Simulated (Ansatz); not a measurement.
**Rh (Fm-3m): all-electron equation of state, by script**

Aim: an all-electron equation of state, for Rh (Fm-3m), run from a script.

The COD entry's cell or inner coordinates are ideal or old and differ from later refinements, so a difference from it is no clean test against experiment.

Computed with the Python package of Ansatz 0.2.0. Level of theory: DFT PBEsol, all-electron LAPW.

## Step 1: The system

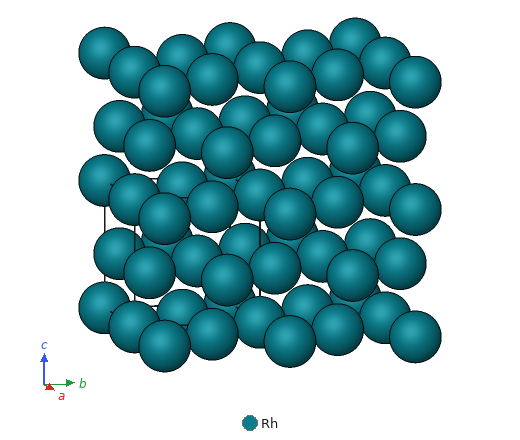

The structure that the script starts from, seen slightly off an axis (rhodium blue). 2×2×2 cells are drawn. The cell is the conventional one. Atoms on cell faces are repeated.

The script holds or builds the structure itself.

## Step 2: The code

run_eos_lapw.py reads:

```python
"""E(V) of Rh on LAPW."""

import ansatz as az
from ase.eos import EquationOfState
from ase.units import GPa
import numpy as np

vectors0 = np.array([
    [0.0, 1.89785, 1.89785],
    [1.89785, 0.0, 1.89785],
    [1.89785, 1.89785, 0.0],
])
sites = [
    ("Rh", [0.0, 0.0, 0.0]),
]


def on_lattice(cell):
    crystal = az.Crystal(lattice=az.Lattice.of(cell))
    for symbol, position in sites:
        crystal = crystal.atom(symbol, position)
    return crystal


def main() -> None:
    volumes, energies = [], []
    for scale in np.linspace(0.94, 1.06, 5):
        cell = vectors0 * scale ** (1 / 3)
        calculation = (
            on_lattice(cell).calculation()
            .functional("PBEsol")
            .occupations(az.OccupationsMethod.GAUSSIAN)  # the run then minimises F = E - TS
            .kpoints(15, 15, 15)
            .pseudopotentials("all_electron", lapw=True)
        )
        data = calculation.run().report
        volumes.append(abs(np.linalg.det(cell)) / len(sites))
        energies.append(data["free_energy_ev"] / len(sites))
        print(f"{scale:.3f} {volumes[-1]:9.4f} A^3/atom {energies[-1]:16.5f} eV/atom  (estimated basis error {1000 * data['lapw_basis_errors']['total_ev_per_atom']:.2f} meV/atom)")
    v0, e0, bulk = EquationOfState(volumes, energies, eos="birchmurnaghan").fit()
    print(f"V0 = {v0:.4f} A^3/atom, B0 = {bulk / GPa:.1f} GPa")


if __name__ == "__main__":
    main()
```

## Step 3: What the engine is handed

The engine receives this input (first run):

```yaml
crystal:
  lattice:
    - [0.0, 1.8591074964258285, 1.8591074964258285]
    - [1.8591074964258285, 0.0, 1.8591074964258285]
    - [1.8591074964258285, 1.8591074964258285, 0.0]
  atoms:
    - { symbol: Rh, position: [0.0, 0.0, 0.0] }
kpoints:
  mp_grid:
    grid: [15, 15, 15]
hamiltonian:
  xc: pbesol
  pseudopotentials:
    kind: all_electron
    lapw: {}
scf:
  occupations:
    method: gaussian
```

## Step 4: The run

On the command line:

```console
python run_eos_lapw.py
```

The log of the run:

```text
0.940   12.8512 A^3/atom    -130123.14297 eV/atom  (estimated basis error 0.05 meV/atom)
0.970   13.2613 A^3/atom    -130123.17082 eV/atom  (estimated basis error 0.05 meV/atom)
1.000   13.6715 A^3/atom    -130123.17295 eV/atom  (estimated basis error 0.05 meV/atom)
1.030   14.0816 A^3/atom    -130123.15371 eV/atom  (estimated basis error 0.05 meV/atom)
1.060   14.4918 A^3/atom    -130123.11676 eV/atom  (estimated basis error 0.06 meV/atom)
V0 = 13.5007 A^3/atom, B0 = 295.9 GPa
```

It took 98 s on 1 thread of Arm Neoverse N1, shared host; peak memory 0.43 GiB.

## Step 5: Inputs of later runs

The engine's inputs for some of the other runs:

Run 2, against run 1:

```diff
@@ -3,3 +3,3 @@
-    - [0.0, 1.8591074964258285, 1.8591074964258285]
-    - [1.8591074964258285, 0.0, 1.8591074964258285]
-    - [1.8591074964258285, 1.8591074964258285, 0.0]
+    - [0.0, 1.87867848722996, 1.87867848722996]
+    - [1.87867848722996, 0.0, 1.87867848722996]
+    - [1.87867848722996, 1.87867848722996, 0.0]
```

Run 4, against run 1:

```diff
@@ -3,3 +3,3 @@
-    - [0.0, 1.8591074964258285, 1.8591074964258285]
-    - [1.8591074964258285, 0.0, 1.8591074964258285]
-    - [1.8591074964258285, 1.8591074964258285, 0.0]
+    - [0.0, 1.9166418161817185, 1.9166418161817185]
+    - [1.9166418161817185, 0.0, 1.9166418161817185]
+    - [1.9166418161817185, 1.9166418161817185, 0.0]
```

Run 5, against run 1:

```diff
@@ -3,3 +3,3 @@
-    - [0.0, 1.8591074964258285, 1.8591074964258285]
-    - [1.8591074964258285, 0.0, 1.8591074964258285]
-    - [1.8591074964258285, 1.8591074964258285, 0.0]
+    - [0.0, 1.9350721950340033, 1.9350721950340033]
+    - [1.9350721950340033, 0.0, 1.9350721950340033]
+    - [1.9350721950340033, 1.9350721950340033, 0.0]
```

## Step 6: The runs side by side

From the records of these 5 runs:

```tsv
run	volume (Å³/atom)	energy from run 3 (meV/atom)	SCF cycles	CPU time (s)
1	12.851	29.98	6	21
2	13.261	2.13	6	21
3	13.671	0.00	6	18
4	14.082	19.24	6	18
5	14.492	56.19	6	18
```

Energies are free energies F = E - TS of the smeared occupations. 

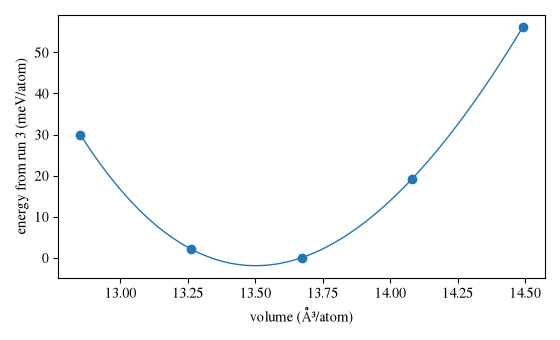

Energy against volume; the line is a third-order Birch-Murnaghan fit.

## Step 7: What came out

| quantity | value |
| --- | --- |
| runs compared | 5 |
| range of energy | 56.19 meV/atom |
| lowest point, volume (Å³/atom) | 13.671 |
| equilibrium volume (fit) | 13.50 Å³/atom |
| bulk modulus (fit) | 296 GPa |

**Reading.** A third-order Birch-Murnaghan fit through the 5 points has its minimum at 13.50 Å³ an atom, 1.2 % below the typed cell, with a bulk modulus of 296 GPa and dB/dP = 5.1. From that minimum the energy rises by 31.9 meV an atom on the compressed side and 58.1 meV on the expanded side. All-electron totals depend on functional, relativistic treatment and basis; only differences at equal settings carry meaning. No spin polarisation was allowed. Of the deposited cell: the entry's cell lengths or inner coordinates differ somewhat from later room-temperature determinations.
